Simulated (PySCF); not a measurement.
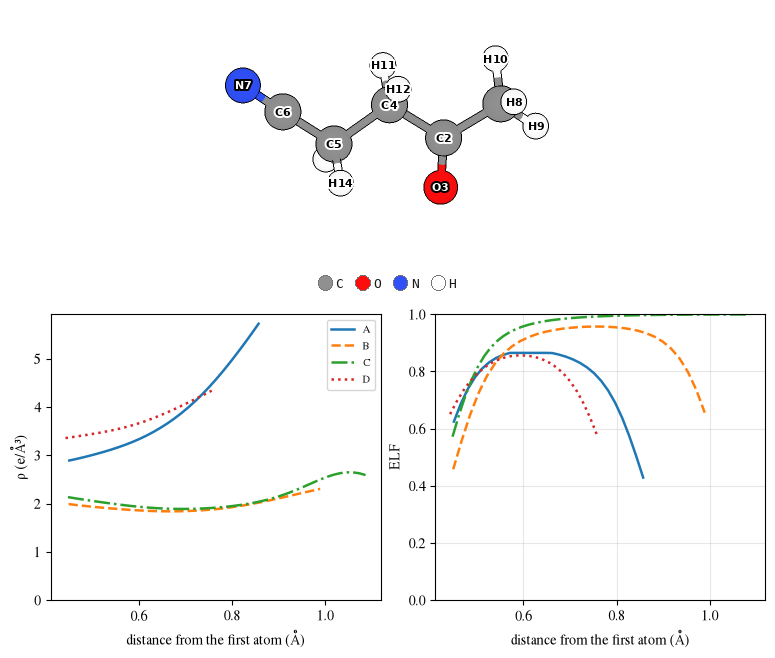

C5H7NO (SMILES CC(=O)CCC#N). Total electron density and electron localisation function along straight lines between neighbouring atoms. The curves leave out the atomic cores. The structure is drawn too.

Geometry: GFN2-xTB.

Computed with mPW1PW91/pcSseg-1, SCF density, in a benzene solvent model, non-relativistic in PySCF.

```xyz
14

C    -2.1959    0.1118    0.4393
C    -0.9303    0.5880   -0.2247
O    -0.8556    1.6191   -0.8398
C     0.2564   -0.3413   -0.0433
C     1.5341    0.2619   -0.6362
C     2.6480   -0.6338   -0.4711
N     3.5174   -1.3619   -0.3267
H    -2.0940    0.2244    1.5175
H    -3.0394    0.7090    0.1040
H    -2.3746   -0.9387    0.2257
H     0.0276   -1.2915   -0.5333
H     0.3877   -0.5481    1.0214
H     1.3902    0.4631   -1.7014
H     1.7632    1.2112   -0.1440
```

Q: Which curve belongs to which contact (C–C, C–H, C–N and C–O)? The first atom named is at distance zero.

A: Curve A: C–O (1.20 Å): the density is about 3.3 e/Å³ at the midpoint; the ELF peaks at about 0.85 between the atoms; a short, multiple covalent bond. Curve B: C–C (1.44 Å): ρ is about 1.9 e/Å³ halfway; the ELF peaks at about 0.95 between the atoms; a covalent bond. Curve C: C–H (1.09 Å): ρ is about 2 e/Å³ halfway; the ELF climbs to about 1 towards the hydrogen, as it does in any bond to H (an ordinary covalent bond to hydrogen). Curve D: C–N (1.14 Å): the density is about 3.6 e/Å³ at the midpoint; the ELF peaks at about 0.85 between the atoms (a multiple bond).
